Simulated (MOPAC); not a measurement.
Frequency calculation of Si2F6 (part 1 of 2)

- system: Si2F6
- method: PM7, closed shell, dispersion built in (MOPAC 23.2.5)

The geometry was optimised with PM7.

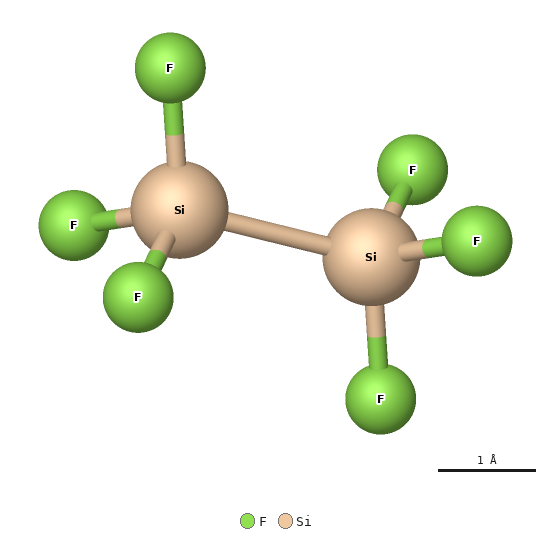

The structure (ball-and-stick view, seen at a tilt). Bond lengths as drawn: F–Si 1.56 Å and Si–Si 2.18 Å.

**The input (input.mop)**
```
PM7 THERMO FORCE AUX(PRECISION=6) T=10M THREADS=1
PM7 frequencies

F      0.341702 1    -1.798248 1     1.249114 1
Si     0.730947 1    -0.793354 1     0.120255 1
F      0.912006 1    -1.635634 1    -1.181058 1
F      2.141507 1    -0.236306 1     0.488585 1
Si    -0.747426 1     0.792987 1    -0.120500 1
F     -0.930799 1     1.633080 1     1.181907 1
F     -0.356535 1     1.799838 1    -1.247037 1
F     -2.157277 1     0.236315 1    -0.492083 1
```

Machine: 1 thread of Intel Xeon (Granite Rapids), 192 GiB of memory available, shared host.

Launch command:
```bash
mopac input.mop
```

**Log**
```
MOPAC v23.2.5
PM7 CALCULATION RESULTS

 *  PM7        - The PM7 Hamiltonian to be used
 *  FORCE      - FORCE CALCULATION SPECIFIED
 *  THREADS=1  - MULTI-THREADING NOT USED
 *  AUX        - OUTPUT AUXILIARY INFORMATION
 *  THERMO     - THERMODYNAMIC QUANTITIES TO BE CALCULATED
PM7 THERMO FORCE AUX(PRECISION=6) T=10M THREADS=1
 PM7 frequencies

   ATOM   CHEMICAL          X               Y               Z
  NUMBER   SYMBOL      (ANGSTROMS)     (ANGSTROMS)     (ANGSTROMS)

     1       F          0.34170200  *  -1.79824800  *   1.24911400  *
     2      Si          0.73094700  *  -0.79335400  *   0.12025500  *
     3       F          0.91200600  *  -1.63563400  *  -1.18105800  *
     4       F          2.14150700  *  -0.23630600  *   0.48858500  *
     5      Si         -0.74742600  *   0.79298700  *  -0.12050000  *
     6       F         -0.93079900  *   1.63308000  *   1.18190700  *
     7       F         -0.35653500  *   1.79983800  *  -1.24703700  *
     8       F         -2.15727700  *   0.23631500  *  -0.49208300  *

          CARTESIAN COORDINATES

    NO.       ATOM           X           Y           Z

     1         F          0.3417     -1.7982      1.2491
     2        Si          0.7309     -0.7934      0.1203
     3         F          0.9120     -1.6356     -1.1811
     4         F          2.1415     -0.2363      0.4886
     5        Si         -0.7474      0.7930     -0.1205
     6         F         -0.9308      1.6331      1.1819
     7         F         -0.3565      1.7998     -1.2470
     8         F         -2.1573      0.2363     -0.4921

           Empirical Formula: F6 Si2  =     8 atoms

      MOLECULAR POINT GROUP   :   D3d

      RHF CALCULATION, NO. OF DOUBLY OCCUPIED LEVELS = 25

          HEAT OF FORMATION =    -567.750546 KCALS/MOLE

          CARTESIAN COORDINATE DERIVATIVES

   NUMBER  ATOM         X            Y            Z

     1       F     -0.001627    -0.002081    -0.000603
     2      Si      0.000813     0.002360    -0.000556
     3       F     -0.000911    -0.000513     0.001963
     4       F      0.001291    -0.002007    -0.001279
     5      Si      0.001283     0.003363    -0.000578
     6       F     -0.001211     0.000690    -0.001537
     7       F     -0.002644    -0.001735     0.000955
     8       F      0.003008    -0.000073     0.001643

 DIPOLE           X         Y         Z       TOTAL
 POINT-CHG.     0.000     0.000     0.000     0.000
 HYBRID        -0.000    -0.000    -0.000     0.000
 SUM           -0.000     0.000     0.000     0.000

          GRADIENT NORM =   0.00815

          MOLECULAR WEIGHT =  170.16

          ROTATIONAL CONSTANTS IN CM(-1)

          A =    0.07090167   B =    0.03316147   C =    0.03316122

           PRINCIPAL MOMENTS OF INERTIA IN UNITS OF 10**(-40)*GRAM-CM**2

          A =      394.8109   B =      844.1350   C =      844.1413

          ORIENTATION OF MOLECULE IN FORCE CALCULATION

    NO.       ATOM         X         Y         Z

     1          F      -1.9741    0.5540   -0.8439
     2         Si      -0.4134    0.5540   -0.8439
     3          F       0.0307    2.0502   -0.8439
     4          F       0.0306   -0.0411   -2.2166
     5         Si       0.4134   -0.5540    0.8439
     6          F      -0.0334   -2.0493    0.8456
     7          F       1.9741   -0.5569    0.8421
     8          F      -0.0279    0.0430    2.2167

    FIRST DERIVATIVES WILL BE USED IN THE CALCULATION OF SECOND DERIVATIVES

          ESTIMATED TIME TO COMPLETE CALCULATION =        0.19 SECONDS

    FOR POINT-GROUP D3d  THERE ARE  12 UNIQUE SYMMETRY FUNCTIONS.

 STEP:   1 TIME =     0.01 SECS, INTEGRAL =      0.01 TIME LEFT:    599.99
 STEP:   2 TIME =     0.01 SECS, INTEGRAL =      0.02 TIME LEFT:    599.98
 STEP:   3 TIME =     0.00 SECS, INTEGRAL =      0.02 TIME LEFT:    599.98
 STEP:   4 TIME =     0.01 SECS, INTEGRAL =      0.03 TIME LEFT:    599.97
 STEP:   5 TIME =     0.01 SECS, INTEGRAL =      0.04 TIME LEFT:    599.96
 STEP:   6 TIME =     0.01 SECS, INTEGRAL =      0.04 TIME LEFT:    599.95
 STEP:   7                       INTEGRAL =      0.04 TIME LEFT:    599.95
 STEP:   8                       INTEGRAL =      0.04 TIME LEFT:    599.95
 STEP:   9                       INTEGRAL =      0.04 TIME LEFT:    599.95
 STEP:  10                       INTEGRAL =      0.04 TIME LEFT:    599.95
 STEP:  11                       INTEGRAL =      0.04 TIME LEFT:    599.95
 STEP:  12                       INTEGRAL =      0.04 TIME LEFT:    599.95
 STEP:  13                       INTEGRAL =      0.04 TIME LEFT:    599.95
 STEP:  14                       INTEGRAL =      0.04 TIME LEFT:    599.95
 STEP:  15                       INTEGRAL =      0.04 TIME LEFT:    599.95
 STEP:  16                       INTEGRAL =      0.04 TIME LEFT:    599.95
 STEP:  17                       INTEGRAL =      0.04 TIME LEFT:    599.95
 STEP:  18                       INTEGRAL =      0.04 TIME LEFT:    599.95
 STEP:  19                       INTEGRAL =      0.04 TIME LEFT:    599.95
 STEP:  20                       INTEGRAL =      0.04 TIME LEFT:    599.95
 STEP:  21                       INTEGRAL =      0.04 TIME LEFT:    599.95
 STEP:  22                       INTEGRAL =      0.04 TIME LEFT:    599.95
 STEP:  23                       INTEGRAL =      0.04 TIME LEFT:    599.95
 STEP:  24                       INTEGRAL =      0.04 TIME LEFT:    599.95

(To convert to Hartree/Bohr^2, multiply by (10^(-21) x N x a0^2)/(4.184 x 627.51) =  0.0642)

           FORCE MATRIX IN MILLIDYNES/ANGSTROM

                  F  1      Si  2       F  3       F  4      Si  5       F  6
 ------------------------------------------------------------------------------
     F    1   5.743303
    Si    2   5.293066  11.682371
     F    3   0.323183   5.292747   5.743303
     F    4   0.323566   5.292576   0.323183   5.743303
    Si    5   0.192020   1.572973   0.192020   0.192020  11.682371
     F    6   0.024638   0.191778   0.049174   0.024701   5.292576   5.743303
     F    7   0.049174   0.191733   0.024701   0.024638   5.293066   0.323566
     F    8   0.024701   0.191771   0.024638   0.049174   5.292747   0.323183

                  F  7       F  8
 ------------------------------
     F    7   5.743303
     F    8   0.323566   5.743303

          HEAT OF FORMATION =    -567.750546 KCALS/MOLE

          ZERO POINT ENERGY      11.675 KCAL/MOL

           NORMAL COORDINATE ANALYSIS (Total motion = 1 Angstrom)

   Root No.       1         2         3         4         5         6         7         8

                 1 A1u     1 Eu      1 Eu      1 Eg      1 Eg      1 A1g     2 Eu      2 Eu

                  21.1     102.3     102.3     182.5     182.5     202.9     247.5     247.5

           1    0.0002    0.0487   -0.0190   -0.0460   -0.0385   -0.0182   -0.0664   -0.0432
           2    0.1394   -0.1225    0.0294    0.1295   -0.0157    0.0828   -0.1055    0.1067
           3    0.0914    0.1723   -0.0786   -0.0646   -0.1350   -0.1262   -0.0135    0.1065
           4   -0.0000    0.0511   -0.0198   -0.0459   -0.0384   -0.0167   -0.0637   -0.0418
           5   -0.0000    0.0303    0.0394    0.0244   -0.0501    0.0223    0.0233   -0.0672
           6    0.0000   -0.0051    0.0355    0.0385   -0.0141   -0.0340    0.0465   -0.0236
           7    0.1335   -0.0934   -0.0485   -0.1014    0.0520   -0.0742    0.1430   -0.0445
           8   -0.0398    0.0712    0.0463    0.0409   -0.0770    0.0411   -0.0382   -0.0696
           9   -0.0915   -0.1436   -0.1196    0.0382    0.1446   -0.1261   -0.0936   -0.0518
          10   -0.1337   -0.0310    0.0965    0.0330   -0.1091   -0.0742    0.0176    0.1494
          11   -0.0996    0.0067   -0.1340   -0.1097   -0.0321    0.0995    0.1093    0.0622
          12    0.0001   -0.0209    0.1457    0.1223   -0.0447   -0.0878    0.0384   -0.0197
          13    0.0000    0.0511   -0.0197    0.0459    0.0384    0.0167   -0.0637   -0.0418
          14    0.0000    0.0303    0.0394   -0.0244    0.0501   -0.0223    0.0233   -0.0672
          15   -0.0000   -0.0052    0.0355   -0.0385    0.0141    0.0340    0.0465   -0.0237
          16    0.1335   -0.0934   -0.0484    0.1014   -0.0520    0.0742    0.1430   -0.0445
          17   -0.0398    0.0711    0.0463   -0.0409    0.0770   -0.0411   -0.0382   -0.0696
          18   -0.0915   -0.1437   -0.1195   -0.0382   -0.1446    0.1261   -0.0937   -0.0518
          19    0.0002    0.0488   -0.0189    0.0460    0.0385    0.0182   -0.0664   -0.0432
          20    0.1394   -0.1226    0.0295   -0.1295    0.0157   -0.0828   -0.1055    0.1067
          21    0.0914    0.1721   -0.0787    0.0646    0.1350    0.1262   -0.0135    0.1065
          22   -0.1337   -0.0309    0.0967   -0.0330    0.1091    0.0742    0.0176    0.1495
          23   -0.0996    0.0065   -0.1340    0.1097    0.0321   -0.0995    0.1093    0.0622
          24    0.0001   -0.0209    0.1457   -0.1223    0.0447    0.0878    0.0384   -0.0197

   Root No.       9        10        11        12        13        14        15        16

                 2 Eg      2 Eg      1 A2u     2 A1g     2 A2u     3 A1g     3 Eg      3 Eg

                 277.7     277.7     340.6     474.0     833.8     863.9     948.1     948.1

           1   -0.0616   -0.0968    0.0621    0.0997    0.1304   -0.1216   -0.1650   -0.0631
           2    0.0992   -0.0587    0.0557    0.0207   -0.0024    0.0027    0.0006   -0.0013
           3    0.0607   -0.0453   -0.0849   -0.0317    0.0037   -0.0038    0.0006   -0.0008
           4   -0.0599   -0.0937    0.0542    0.0682   -0.0411    0.0511    0.1460    0.0560
           5   -0.0982    0.0331   -0.0726   -0.0914    0.0551   -0.0685   -0.0200    0.1390
           6   -0.0351    0.0676    0.1106    0.1392   -0.0840    0.1043   -0.0846    0.0638
           7   -0.0243    0.1115   -0.0711   -0.0484   -0.0348    0.0323   -0.0087   -0.0480
           8   -0.1124   -0.0280   -0.0436   -0.0897   -0.1257    0.1173   -0.0240   -0.1616
           9    0.0024   -0.0758   -0.0849   -0.0316    0.0037   -0.0040    0.0010   -0.0002
          10    0.1114    0.0252   -0.0711   -0.0482   -0.0348    0.0320   -0.0405    0.0289
          11    0.0550    0.0726    0.0952    0.0648    0.0466   -0.0432    0.0527   -0.0411
          12   -0.0481    0.0923    0.0063    0.0697    0.1168   -0.1092    0.1227   -0.0927
          13    0.0599    0.0937    0.0542   -0.0682   -0.0411   -0.0511   -0.1460   -0.0560
          14    0.0982   -0.0331   -0.0726    0.0914    0.0551    0.0685    0.0200   -0.1390
          15    0.0351   -0.0676    0.1106   -0.1392   -0.0840   -0.1043    0.0846   -0.0638
          16    0.0243   -0.1115   -0.0713    0.0484   -0.0350   -0.0323    0.0087    0.0480
          17    0.1124    0.0280   -0.0436    0.0897   -0.1256   -0.1173    0.0240    0.1616
          18   -0.0024    0.0758   -0.0848    0.0316    0.0038    0.0040   -0.0010    0.0002
          19    0.0616    0.0968    0.0621   -0.0997    0.1304    0.1216    0.1650    0.0631
          20   -0.0992    0.0587    0.0555   -0.0207   -0.0026   -0.0027   -0.0006    0.0013
          21   -0.0607    0.0453   -0.0850    0.0317    0.0035    0.0038   -0.0006    0.0008
          22   -0.1114   -0.0252   -0.0709    0.0482   -0.0346   -0.0320    0.0405   -0.0289
          23   -0.0550   -0.0726    0.0954   -0.0648    0.0468    0.0432   -0.0527    0.0411
          24    0.0481   -0.0923    0.0063   -0.0697    0.1168    0.1092   -0.1227    0.0927

   Root No.      17        18

                 3 Eu      3 Eu

                 957.1     957.1

           1    0.0163   -0.1696
           2   -0.0017    0.0013
           3   -0.0009   -0.0019
           4   -0.0140    0.1482
           5    0.1393    0.0452
           6    0.0983   -0.0429
           7   -0.0403   -0.0285
           8   -0.1425   -0.0938
           9    0.0012    0.0019
          10    0.0449   -0.0211
          11   -0.0617    0.0257
          12   -0.1456    0.0634
          13   -0.0141    0.1482
          14    0.1393    0.0453
          15    0.0983   -0.0429
          16   -0.0404   -0.0285
          17   -0.1425   -0.0938
          18    0.0011    0.0020
          19    0.0163   -0.1696
          20   -0.0017    0.0013
          21   -0.0008   -0.0019
          22    0.0448   -0.0211
          23   -0.0617    0.0257
          24   -0.1456    0.0634

           MASS-WEIGHTED COORDINATE ANALYSIS (NORMAL COORDINATES)

   Root No.       1         2         3         4         5         6         7         8

                 1 A1u     1 Eu      1 Eu      1 Eg      1 Eg      1 A1g     2 Eu      2 Eu

                  21.1     102.3     102.3     182.5     182.5     202.9     247.5     247.5

           1    0.0004    0.1160   -0.0477   -0.1226   -0.1020   -0.0480   -0.1781   -0.1136
           2    0.3414   -0.2916    0.0740    0.3442   -0.0431    0.2179   -0.2797    0.2856
           3    0.2239    0.4101   -0.1974   -0.1729   -0.3585   -0.3321   -0.0340    0.2832
           4   -0.0000    0.1479   -0.0605   -0.1490   -0.1237   -0.0533   -0.2078   -0.1336
           5   -0.0000    0.0879    0.1200    0.0782   -0.1624    0.0715    0.0740   -0.2177
           6    0.0000   -0.0148    0.1084    0.1243   -0.0460   -0.1089    0.1504   -0.0775
           7    0.3269   -0.2225   -0.1216   -0.2692    0.1393   -0.1954    0.3810   -0.1208
           8   -0.0975    0.1696    0.1160    0.1081   -0.2053    0.1080   -0.1033   -0.1842
           9   -0.2242   -0.3421   -0.2998    0.1031    0.3845   -0.3320   -0.2510   -0.1359
          10   -0.3274   -0.0736    0.2422    0.0866   -0.2907   -0.1952    0.0497    0.3969
          11   -0.2439    0.0156   -0.3363   -0.2919   -0.0842    0.2618    0.2931    0.1634
          12    0.0003   -0.0496    0.3655    0.3246   -0.1203   -0.2312    0.1021   -0.0532
          13    0.0000    0.1480   -0.0603    0.1490    0.1237    0.0533   -0.2078   -0.1336
          14    0.0000    0.0877    0.1202   -0.0782    0.1624   -0.0715    0.0740   -0.2177
          15   -0.0000   -0.0149    0.1084   -0.1243    0.0460    0.1089    0.1504   -0.0775
          16    0.3270   -0.2224   -0.1212    0.2692   -0.1393    0.1954    0.3810   -0.1208
          17   -0.0975    0.1695    0.1161   -0.1081    0.2053   -0.1080   -0.1033   -0.1843
          18   -0.2242   -0.3425   -0.2996   -0.1031   -0.3845    0.3320   -0.2510   -0.1359
          19    0.0004    0.1161   -0.0475    0.1226    0.1020    0.0480   -0.1781   -0.1136
          20    0.3414   -0.2918    0.0743   -0.3442    0.0431   -0.2179   -0.2798    0.2856
          21    0.2239    0.4098   -0.1977    0.1729    0.3585    0.3321   -0.0340    0.2832
          22   -0.3274   -0.0734    0.2425   -0.0866    0.2907    0.1952    0.0497    0.3969
          23   -0.2439    0.0152   -0.3362    0.2919    0.0842   -0.2618    0.2931    0.1633
          24    0.0003   -0.0496    0.3655   -0.3246    0.1203    0.2312    0.1021   -0.0532

   Root No.       9        10        11        12        13        14        15        16

                 2 Eg      2 Eg      1 A2u     2 A1g     2 A2u     3 A1g     3 Eg      3 Eg

                 277.7     277.7     340.6     474.0     833.8     863.9     948.1     948.1

           1   -0.1613   -0.2617    0.1627    0.2463    0.3524   -0.3220   -0.3886   -0.1558
           2    0.2679   -0.1535    0.1461    0.0511   -0.0065    0.0071    0.0015   -0.0032
           3    0.1642   -0.1192   -0.2226   -0.0784    0.0099   -0.0102    0.0014   -0.0020
           4   -0.1910   -0.3081    0.1728    0.2047   -0.1351    0.1645    0.4180    0.1682
           5   -0.3213    0.1033   -0.2315   -0.2743    0.1811   -0.2205   -0.0580    0.4154
           6   -0.1173    0.2188    0.3527    0.4178   -0.2758    0.3358   -0.2428    0.1903
           7   -0.0692    0.2978   -0.1864   -0.1196   -0.0940    0.0854   -0.0203   -0.1180
           8   -0.3000   -0.0791   -0.1144   -0.2214   -0.3396    0.3106   -0.0559   -0.3973
           9    0.0093   -0.2030   -0.2226   -0.0780    0.0099   -0.0105    0.0023   -0.0004
          10    0.2974    0.0718   -0.1864   -0.1190   -0.0940    0.0848   -0.0956    0.0708
          11    0.1446    0.1965    0.2498    0.1600    0.1260   -0.1142    0.1244   -0.1009
          12   -0.1324    0.2456    0.0164    0.1721    0.3156   -0.2891    0.2895   -0.2274
          13    0.1910    0.3081    0.1728   -0.2047   -0.1351   -0.1645   -0.4180   -0.1682
          14    0.3213   -0.1033   -0.2315    0.2743    0.1811    0.2205    0.0580   -0.4154
          15    0.1173   -0.2188    0.3527   -0.4178   -0.2758   -0.3358    0.2428   -0.1903
          16    0.0692   -0.2978   -0.1869    0.1196   -0.0946   -0.0854    0.0203    0.1180
          17    0.3000    0.0791   -0.1143    0.2214   -0.3395   -0.3106    0.0559    0.3973
          18   -0.0093    0.2030   -0.2223    0.0780    0.0103    0.0105   -0.0023    0.0004
          19    0.1613    0.2617    0.1627   -0.2463    0.3523    0.3220    0.3886    0.1558
          20   -0.2679    0.1535    0.1456   -0.0511   -0.0071   -0.0071   -0.0015    0.0032
          21   -0.1642    0.1192   -0.2229    0.0784    0.0095    0.0102   -0.0014    0.0020
          22   -0.2974   -0.0718   -0.1859    0.1190   -0.0934   -0.0848    0.0956   -0.0708
          23   -0.1446   -0.1965    0.2501   -0.1600    0.1264    0.1142   -0.1244    0.1009
          24    0.1324   -0.2456    0.0164   -0.1721    0.3156    0.2891   -0.2895    0.2274

   Root No.      17        18

                 3 Eu      3 Eu

                 957.1     957.1

           1    0.0385   -0.4194
           2   -0.0039    0.0031
           3   -0.0020   -0.0047
           4   -0.0403    0.4457
           5    0.3936    0.1366
           6    0.2781   -0.1287
           7   -0.0937   -0.0705
           8   -0.3310   -0.2326
           9    0.0027    0.0048
          10    0.1044   -0.0520
          11   -0.1435    0.0633
          12   -0.3388    0.1563
          13   -0.0404    0.4457
          14    0.3935    0.1367
          15    0.2781   -0.1286
          16   -0.0938   -0.0705
          17   -0.3310   -0.2325
          18    0.0027    0.0049
          19    0.0384   -0.4194
          20   -0.0040    0.0032
          21   -0.0019   -0.0046
          22    0.1043   -0.0520
          23   -0.1435    0.0634
          24   -0.3388    0.1563

          DESCRIPTION OF VIBRATIONS
```
